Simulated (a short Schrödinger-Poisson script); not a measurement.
System: symmetric double-gate stack, SiO2 on p-type Si(111), at 300 K.

```csv
layer,material,thickness (nm),Na (cm⁻³)
1,SiO2,1.6,-
2,Si,20,2e16
3,SiO2,1.6,-
```

The device is made up for the run: typed textbook-type constants, with dimensions and the other settings drawn at random. SiO2: permittivity 3.9, conduction-band edge (eV) 3.15, gap (eV) 9, electron mass (mₑ) 0.5. Si: permittivity 11.7, conduction-band edge (eV) 0, gap (eV) 1.124, Nv at 300 K (cm⁻³) 3.1e19.

Channel valleys (confinement mass, in-plane density-of-states mass, number): Δ6 0.258, 0.358, 6. At the gates, both at one voltage, the conduction-band edge of layer 1 lies 3.15 eV − eVg above the Fermi level of the channel. Gaps are held at their typed values at every temperature. Mesh 0.03 nm at interfaces.

Solved with a short Schrödinger-Poisson script written for these runs: 1D Poisson equation in equilibrium, electrons quantum, Hartree (BenDaniel-Duke, 12 states a valley, the channel's in-plane mass for all, wave functions ending at the dielectric), parabolic valleys, classical holes, full ionisation, no traps, pinning or gate leakage.

Only gate voltages with over 1e8 electrons/cm² are shown.

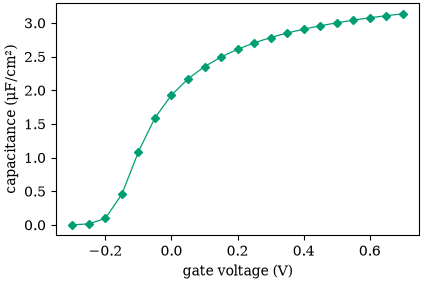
Fig. 1. Quasi-static capacitance against gate voltage

```csv
Vg (V),electrons (cm⁻²),C (μF/cm²),Δ6 E0 (meV),Δ6 E1 (meV)
-0.3,3.55e8,< 0.003,306.5,317.2
-0.25,2.44e9,0.0153,256.7,267.3
-0.2,1.62e10,0.0979,207.7,218.3
-0.15,9.11e10,0.456,163.4,173.5
-0.1,3.29e11,1.09,131.1,139.5
-0.05,7.50e11,1.59,110.9,117.1
0,1.30e12,1.93,97.5,101.7
0.05,1.94e12,2.17,87.5,90.1
0.1,2.65e12,2.35,79.4,81.1
0.15,3.41e12,2.50,72.6,73.6
0.2,4.20e12,2.61,66.6,67.3
0.25,5.03e12,2.70,61.4,61.8
0.3,5.89e12,2.78,56.7,57.1
0.35,6.77e12,2.85,52.6,52.8
0.4,7.67e12,2.91,48.8,49.0
0.45,8.58e12,2.96,45.4,45.5
0.5,9.51e12,3.00,42.2,42.3
0.55,1.05e13,3.04,39.3,39.3
0.6,1.14e13,3.08,36.5,36.6
0.65,1.24e13,3.11,34.0,34.0
0.7,1.33e13,3.14,31.6,31.6
```

Subbands count from the Fermi level. The capacitance is that of both gates.
